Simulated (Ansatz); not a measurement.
Input file:

```
crystal:
  periodic: [false, false, false]
  atoms:
    - { symbol: Zn, position_ang: [-0.341152, -0.077214, 0.019847] }
    - { symbol: O, position_ang: [-0.29395, 0.041362, 1.808291] }
    - { symbol: H, position_ang: [-1.150353, -0.049803, 2.249538] }
    - { symbol: O, position_ang: [-0.487924, -0.102217, -1.757817] }
    - { symbol: H, position_ang: [0.240425, -0.573038, -2.183696] }
    - { symbol: S, position_ang: [2.845346, -0.824408, 1.159594] }
    - { symbol: H, position_ang: [2.606702, -2.14292, 1.34819] }
    - { symbol: H, position_ang: [1.846505, -0.454662, 2.039953] }
basis:
  gaussian: { orbitals: def2-mTZVP }
hamiltonian:
  xc: b3lyp
  dispersion: d4
relax:
  f_tol: 0.03
  max_steps: 50
output:
  orbitals: {}
```

Run with:

```sh
ansatz run input.yaml --threads 4 --pin off --max-ram 5120MiB --backend cpu --events-out ev --progress --plain --runs-dir out
```

The fields are those of the run's last geometry, not of the input's.

Theory: RKS B3LYP-D4/def2-mTZVP (Ansatz 0.2.0).

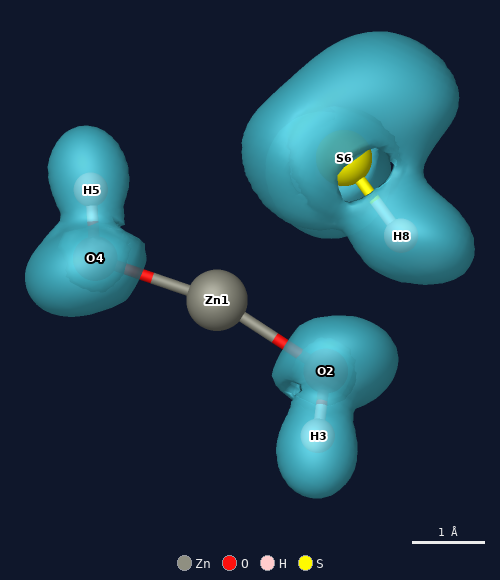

H2O2Zn···H2S. Isosurface of the ELF at 0.75 (cyan), seen at a tilt. Core shells and regions of very low density are left out.

Q: What do the ELF domains correspond to?

A: At this value the surface marks out two joined regions spread over several atoms (H, O), in which their bonds and any lone pairs are merged and one joined region spread over several atoms (H, S), in which their bonds and any lone pairs are merged. Along the contacts the grid gives the following. Zn1···S6 (2.79 Å): the ELF dips to about 0.10 between them. Zn–O (1.80 Å): the ELF peaks at about 0.85 in the valence shell of O, 0.6 Å from its nucleus, and is about 0.20 at the midpoint.
